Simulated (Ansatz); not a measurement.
# CH7GeInO: basis-set convergence

How large a basis does CH7GeInO need? Two functionals are run in growing sets.

The runs use Ansatz 0.2.0, Gaussian basis; one geometry, several basis sets.

Levels to be run: PBE0-D4/def2-SVP; ωB97M-V/def2-SVP; PBE0-D4/def2-QZVPP; ωB97M-V/def2-QZVPP; the functionals' def2-TZVPP values are taken from earlier runs.

## 1. The geometry

The geometry comes from an earlier relaxation with PBE0-D4 in a triple-zeta def2 set; it is a stationary point, not always the lowest conformer. In takes the def2 core potential; no spin-orbit term is included.

SMILES `[GeH3][O][CH2][InH2]`, 11 atoms, charge 0, spin multiplicity 1.

Atoms are counted from 1 here; the program's logs count them from 0.

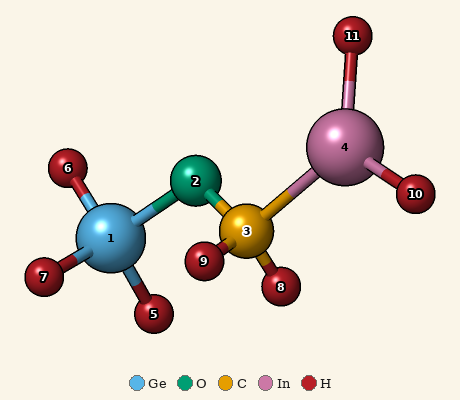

The structure; germanium blue, oxygen teal, carbon amber, indium pink, hydrogen red; atoms are numbered from 1 in the order of the file.

Coordinates:

```
atom    x (Å)    y (Å)    z (Å)
 Ge1  -0.1941   2.1078   0.4826
  O2   0.4920   0.4669   0.3454
  C3  -0.3122  -0.5127  -0.2821
 In4   0.7258  -2.4241  -0.3261
  H5  -0.4978   2.6356  -0.9339
  H6   0.8793   2.9419   1.1901
  H7  -1.4992   2.0296   1.2996
  H8  -0.5668  -0.2312  -1.3157
  H9  -1.2714  -0.6501   0.2408
 H10  -0.0611  -3.7892  -1.0498
 H11   2.3055  -2.5743   0.3491
```

## 2. PBE0-D4 in def2-SVP

Contents of in.yaml:

```yaml
crystal:
  periodic: [false, false, false]
  atoms:
    - {symbol: Ge, position_ang: [-0.194096, 2.107832, 0.482567]}
    - {symbol: O, position_ang: [0.492012, 0.466868, 0.345428]}
    - {symbol: C, position_ang: [-0.312228, -0.512660, -0.282076]}
    - {symbol: In, position_ang: [0.725806, -2.424128, -0.326148]}
    - {symbol: H, position_ang: [-0.497808, 2.635555, -0.933863]}
    - {symbol: H, position_ang: [0.879259, 2.941869, 1.190050]}
    - {symbol: H, position_ang: [-1.499236, 2.029556, 1.299586]}
    - {symbol: H, position_ang: [-0.566765, -0.231237, -1.315675]}
    - {symbol: H, position_ang: [-1.271397, -0.650137, 0.240848]}
    - {symbol: H, position_ang: [-0.061060, -3.789247, -1.049840]}
    - {symbol: H, position_ang: [2.305504, -2.574271, 0.349122]}
basis:
  gaussian: {orbitals: def2-SVP}
hamiltonian: {xc: pbe0, dispersion: d4}
output: {orbitals: {seedname: orbitals}}
```

Run with:

```sh
$ ansatz run in.yaml --threads 4 --pin off --events-out ev --progress --plain --max-ram 10444MiB
```

What it wrote:

```text
Functional definition: PBE0
  name "PBE0"
  cite "Adamo & Barone, J. Chem. Phys. 110, 6158 (1999) doi:10.1063/1.478522"
  cite "Perdew, Burke & Ernzerhof, Phys. Rev. Lett. 77, 3865 (1996) doi:10.1103/PhysRevLett.77.3865"
  parent pbe
  parameter a = 0.25
  parameter kappa = 0.804
  parameter beta = 0.06672455060314922
  exchange = (1 - a)*pbe_x(kappa = kappa, mu = beta*pi^2/3) + a*exact_x
  correlation = pbe_c(beta = beta)
1288 factors; integrals over basis functions are off by at most 1.3e-3 eV
mean field evaluation 1: about -64863.1999 eV, gradient 4.9e1 eV
mean field evaluation 2: about -64852.3268 eV, gradient 8.7e1 eV
mean field evaluation 4: about -64868.2950 eV, gradient 5.0e0 eV
mean field evaluation 8: about -64868.4543 eV, gradient 2.2e-1 eV
mean field evaluation 16: about -64868.4544 eV, gradient 1.4e-5 eV
mean field -64868.45442761 eV, -2383.8717307971 hartree, gradient 1.4e-5 eV, S^2 0.000000; 0 other end points of the search recorded, 0 dependent functions left out
reference -64868.45446939 eV, -2383.8717323326 hartree; 37, 37 occupied and 84, 84 virtual orbitals, 1288 factors
Total energy: -64868.64378771 eV, -2383.8786896525 hartree
```

Wall time 0.95 s (4 threads of Intel Xeon 6975P-C, shared host).

## 3. ωB97M-V in def2-SVP

Changes to in.yaml since step 2:

```diff
@@ -16,3 +16,3 @@
   gaussian: {orbitals: def2-SVP}
-hamiltonian: {xc: pbe0, dispersion: d4}
+hamiltonian: {xc: {name: wB97M-V}}
 output: {orbitals: {seedname: orbitals}}
```

Same command.

What it wrote, cut to the lines that bear on the results:

```text
Functional definition: wB97M-V
  name "wB97M-V"
  cite "Mardirossian & Head-Gordon, J. Chem. Phys. 144, 214110 (2016) doi:10.1063/1.4952647"
  cite "Becke, J. Chem. Phys. 107, 8554 (1997) doi:10.1063/1.475007"
  cite "Vydrov & Van Voorhis, J. Chem. Phys. 133, 244103 (2010) doi:10.1063/1.3521275"
  # Of w^i u^j: cxij and so on, Table III.
[...]
  gx(w, u) = 1 - cx + cx01*u + cx10*w
  gss(w, u) = css00 + css04*u^4 + css10*w + css20*w^2 + css43*w^4*u^3
  gos(w, u) = cos00 + cos10*w + (cos20 + cos21*u)*w^2 + (cos60 + cos61*u)*w^6
[...]
      + integral(e_c_pw_mod_opposite_spin*gos(b97_w_opposite, b97_u_opposite)) + vv10(b, c)
1288 factors; integrals over basis functions are off by at most 1.3e-3 eV
354 factors; integrals over basis functions are off by at most 7.4e-6 eV
[...]
mean field -64872.90449048 eV, -2384.0352675913 hartree, gradient 1.5e-5 eV, S^2 0.000000; 0 other end points of the search recorded, 0 dependent functions left out
reference -64872.90455610 eV, -2384.0352700027 hartree; 37, 37 occupied and 84, 84 virtual orbitals, 1288 factors
Total energy: -64872.90455610 eV, -2384.0352700027 hartree
```

Run time: 3 s. Hardware: 4 threads of Intel Xeon 6975P-C, shared host.

## 4. PBE0-D4 in def2-QZVPP

Changes to in.yaml since step 3:

```diff
@@ -15,4 +15,4 @@
 basis:
-  gaussian: {orbitals: def2-SVP}
-hamiltonian: {xc: {name: wB97M-V}}
+  gaussian: {orbitals: "def2-QZVPP.json"}
+hamiltonian: {xc: pbe0, dispersion: d4}
 output: {orbitals: {seedname: orbitals}}
```

Launched as before.

What it wrote:

```text
Functional definition: PBE0
  name "PBE0"
  cite "Adamo & Barone, J. Chem. Phys. 110, 6158 (1999) doi:10.1063/1.478522"
  cite "Perdew, Burke & Ernzerhof, Phys. Rev. Lett. 77, 3865 (1996) doi:10.1103/PhysRevLett.77.3865"
  parent pbe
  parameter a = 0.25
  parameter kappa = 0.804
  parameter beta = 0.06672455060314922
  exchange = (1 - a)*pbe_x(kappa = kappa, mu = beta*pi^2/3) + a*exact_x
  correlation = pbe_c(beta = beta)
1847 factors; their error is unknown
mean field evaluation 1: about -64873.3932 eV, gradient 6.1e1 eV
mean field evaluation 2: about -64839.4337 eV, gradient 1.4e2 eV
mean field evaluation 4: about -64880.6708 eV, gradient 1.1e1 eV
mean field evaluation 8: about -64880.8659 eV, gradient 2.7e-1 eV
mean field evaluation 16: about -64881.0546 eV, gradient 2.4e-4 eV
mean field -64881.05456128 eV, -2384.3347771688 hartree, gradient 4.2e-5 eV, S^2 0.000000; 0 other end points of the search recorded, 0 dependent functions left out
reference -64881.05461187 eV, -2384.3347790279 hartree; 37, 37 occupied and 458, 458 virtual orbitals, 1847 factors
Total energy: -64881.24393019 eV, -2384.3417363478 hartree
```

Run time: 6 s. Hardware: 4 threads of Intel Xeon 6975P-C, shared host; peak memory 2.1 GiB.

## 5. ωB97M-V in def2-QZVPP

Changes to in.yaml since step 4:

```diff
@@ -16,3 +16,3 @@
   gaussian: {orbitals: "def2-QZVPP.json"}
-hamiltonian: {xc: pbe0, dispersion: d4}
+hamiltonian: {xc: {name: wB97M-V}}
 output: {orbitals: {seedname: orbitals}}
```

The command is unchanged.

What it wrote, cut to the lines that bear on the results:

```text
Functional definition: wB97M-V
  name "wB97M-V"
  cite "Mardirossian & Head-Gordon, J. Chem. Phys. 144, 214110 (2016) doi:10.1063/1.4952647"
  cite "Becke, J. Chem. Phys. 107, 8554 (1997) doi:10.1063/1.475007"
  cite "Vydrov & Van Voorhis, J. Chem. Phys. 133, 244103 (2010) doi:10.1063/1.3521275"
  # Of w^i u^j: cxij and so on, Table III.
[...]
  gx(w, u) = 1 - cx + cx01*u + cx10*w
  gss(w, u) = css00 + css04*u^4 + css10*w + css20*w^2 + css43*w^4*u^3
  gos(w, u) = cos00 + cos10*w + (cos20 + cos21*u)*w^2 + (cos60 + cos61*u)*w^6
[...]
      + integral(e_c_pw_mod_opposite_spin*gos(b97_w_opposite, b97_u_opposite)) + vv10(b, c)
1795 factors; their error is unknown
437 factors; integrals over basis functions are off by at most 1.4e-5 eV
[...]
mean field -64885.61868863 eV, -2384.5025057552 hartree, gradient 4.1e-5 eV, S^2 0.000000; 0 other end points of the search recorded, 0 dependent functions left out
reference -64885.61877068 eV, -2384.5025087703 hartree; 37, 37 occupied and 458, 458 virtual orbitals, 1795 factors
Total energy: -64885.61877068 eV, -2384.5025087703 hartree
```

Wall time 12 s (4 threads of Intel Xeon 6975P-C, shared host); peak memory 2.6 GiB.

## 6. Functionals by basis

The def2-TZVPP values come from earlier runs at the same geometry.

```
functional       basis  functions  energy (eV)  from the largest (eV)  HOMO (eV)  LUMO (eV)
   PBE0-D4    def2-SVP        121  -64868.6438                 12.600      -6.79      -1.50
   PBE0-D4  def2-TZVPP        258  -64879.7759                  1.468      -6.85      -1.56
   PBE0-D4  def2-QZVPP        495  -64881.2439                  0.000      -6.87      -1.57
   ωB97M-V    def2-SVP        121  -64872.9046                 12.714      -8.93       0.04
   ωB97M-V  def2-TZVPP        258  -64884.1844                  1.434      -9.01      -0.13
   ωB97M-V  def2-QZVPP        495  -64885.6188                  0.000      -9.03      -0.17
```

## 7. Outcome

```
                                       quantity           value
PBE0-D4: double and triple zeta above quadruple  12.60, 1.47 eV
ωB97M-V: double and triple zeta above quadruple  12.71, 1.43 eV
```

For PBE0-D4 the step from double to triple zeta gains 11.13 eV and the next only 1.47 eV. Total energies overstate the basis error of differences, where much of it tends to cancel.

For PBE0-D4 the largest set took about 6 times as long as the smallest (6 s against 0.95 s).
